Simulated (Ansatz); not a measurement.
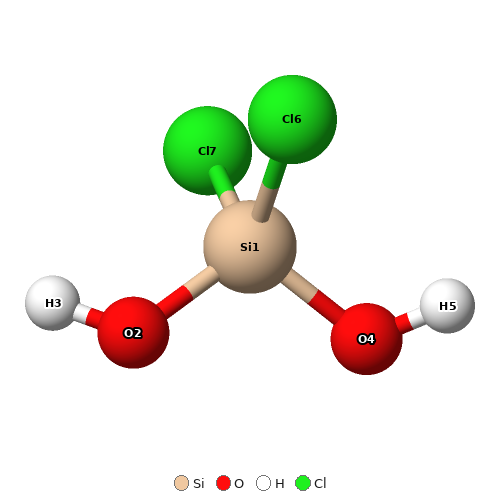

The system is Si(OH)2Cl2; the picture shows the reference structure. The first coordinate is: dihedral O4–Si1–O2–H3; the second: dihedral O2–Si1–O4–H5. Nothing is relaxed (all other coordinates rigid). Grid: 18 × 18 points; 171 points were computed and 153 follow by symmetry. All energies are given in kJ/mol relative to the lowest grid point. These are results of RKS PBE0-D4/def2-SVP in Ansatz 0.2.0, not measurements.

Its coordinates:

```yaml
atoms:
  - { symbol: Si, position_ang: [-0.0890, 0.0020, -0.0623] }
  - { symbol: O, position_ang: [-0.0399, 0.0669, 1.5677] }
  - { symbol: H, position_ang: [-0.8015, -0.2736, 2.0459] }
  - { symbol: O, position_ang: [1.4568, -0.0987, -0.5758] }
  - { symbol: H, position_ang: [1.6560, 0.2543, -1.4478] }
  - { symbol: Cl, position_ang: [-0.9766, 1.6667, -0.8750] }
  - { symbol: Cl, position_ang: [-1.2059, -1.6176, -0.6528] }
```

Range: dihedral O4–Si1–O2–H3 from −180 to 160°; dihedral O2–Si1–O4–H5 from −180 to 160°.

Q: What landscape does the calculation give?

A: The lowest grid point is at dihedral O4–Si1–O2–H3 = −160°, dihedral O2–Si1–O4–H5 = −160°. A higher local minimum lies near dihedral O4–Si1–O2–H3 = −180°, dihedral O2–Si1–O4–H5 = 20° (1.6 kJ/mol above the lowest at that grid point). The highest grid point, dihedral O4–Si1–O2–H3 = 0°, dihedral O2–Si1–O4–H5 = 0°, lies 24.5 kJ/mol above the lowest. Round the minimum the two coordinates are weakly coupled (coupling 0.09 in units of the two stiffnesses).

```csv
"dihedral O2–Si1–O4–H5 ↓, dihedral O4–Si1–O2–H3 →",−160,−120,−80,−40,0,40,80,120,160
160,2.3,4.6,5.4,4.1,2.8,3.0,3.1,2.0,1.1
120,4.4,10.0,12.3,9.8,6.8,7.1,7.5,4.8,2.0
80,3.6,10.6,17.1,17.2,12.3,9.6,9.7,7.5,3.1
40,1.8,7.6,16.6,21.9,19.2,12.8,9.6,7.1,3.0
0,2.2,6.4,13.6,21.1,24.5,19.2,12.3,6.8,2.8
−40,4.2,8.5,12.7,16.4,21.1,21.9,17.2,9.8,4.1
−80,3.9,8.4,12.3,12.7,13.6,16.6,17.1,12.3,5.4
−120,1.1,4.0,8.4,8.5,6.4,7.6,10.6,10.0,4.6
−160,0.0,1.1,3.9,4.2,2.2,1.8,3.6,4.4,2.3
```

The table holds every second grid line.

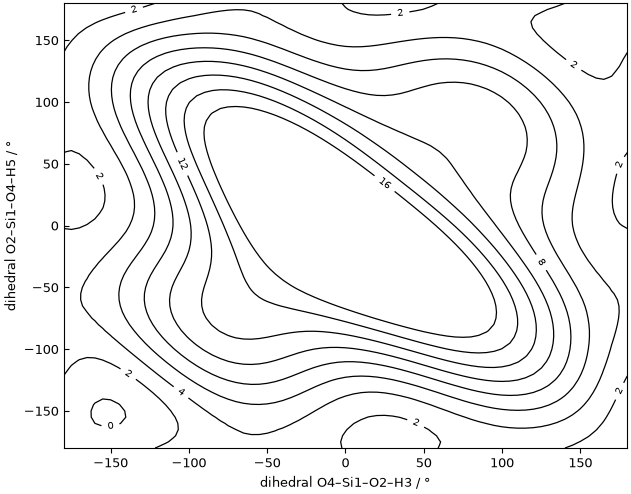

Drawn: contour lines labelled in kJ/mol (none above 16). Between grid points the surface is interpolated.

The whole map (171 points run) took 5.8 min on 1 thread of Intel(R) Xeon(R) 6975P-C (Granite Rapids) (shared host).
